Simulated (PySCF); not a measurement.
C4H13FSi2, SMILES CC([SiH2][SiH2]F)(C)C at its GFN2-xTB optimised geometry (Å):

```
20

C      0.2915    -1.6177    -0.8793
C      0.8575    -0.7069     0.2104
C      2.3804    -0.6925     0.1013
C      0.4653    -1.2654     1.5782
Si     0.1739     1.0761     0.0000
Si    -2.1298     1.0761     0.0000
F     -2.5840     2.6263     0.0000
H      0.6945    -2.6263    -0.7830
H      0.5520    -1.2457    -1.8685
H     -0.7940    -1.6814    -0.8119
H      2.8169    -0.0549     0.8671
H      2.7858    -1.6970     0.2254
H      2.6949    -0.3186    -0.8705
H      0.8663    -0.6455     2.3778
H      0.8583    -2.2744     1.7063
H     -0.6171    -1.3101     1.6887
H      0.7356     1.6114    -1.2542
H      0.7585     1.8990     1.0742
H     -2.8039     0.5544    -1.1873
H     -2.8169     0.5519     1.1792
```

Level of theory: PBE0/def2-SVP (PySCF).

Map of the deformation density (molecule minus spherical neutral atoms) (e/bohr³) on the plane z = 1.0 Å:

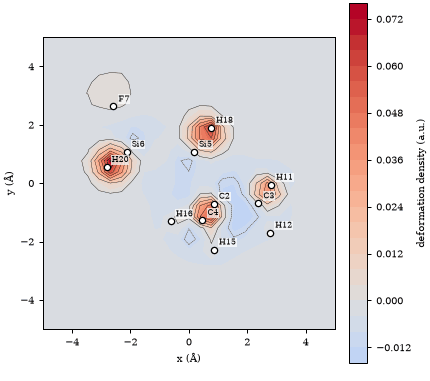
Fig. 1. Deformation density (molecule minus spherical neutral atoms) (e/bohr³) on the plane z = 1.0 Å.
